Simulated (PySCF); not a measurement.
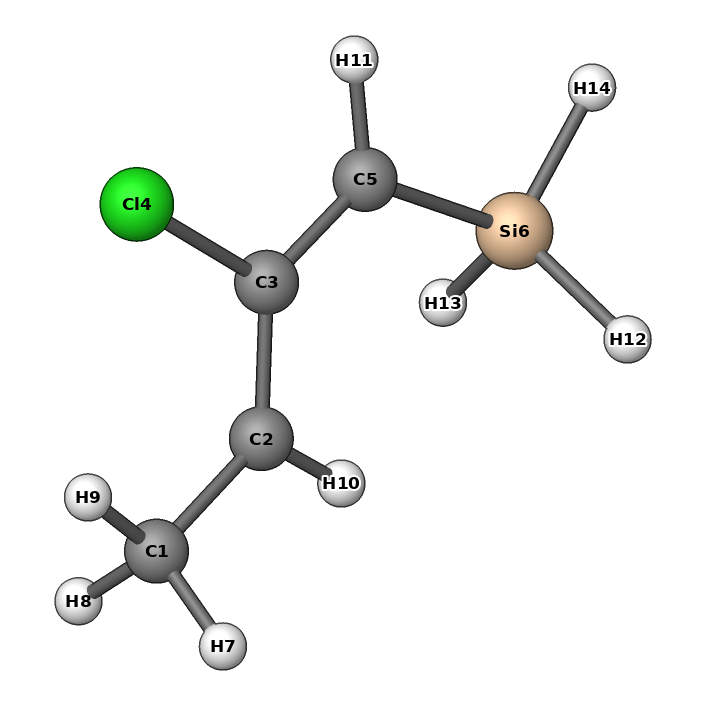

The questions are on Mulliken spin populations. The species is neutral and a spin doublet. The computed structure is the end point of a GFN2-xTB optimisation. No frequency run is at hand to confirm it as a minimum. Level of theory: UKS B3LYP, pcH-1 on C Cl H Si, non-relativistic (PySCF 2.14.0).

Give the Mulliken spin populations atom by atom.

```tsv
atom	value (e)
C1	−0.05
C2	0.61
C3	−0.24
Cl4	−0.01
C5	0.66
Si6	−0.02
H7	0.03
H8	0.03
H9	0.00
H10	−0.02
H11	−0.03
H12	0.02
H13	0.02
H14	0.00
```

Mulliken values depend strongly on the basis set. The geometry is semi-empirical. Around Si such bond lengths and angles can be off by a tenth of an ångström or more and by several degrees, and values that hang on the shape move with them.
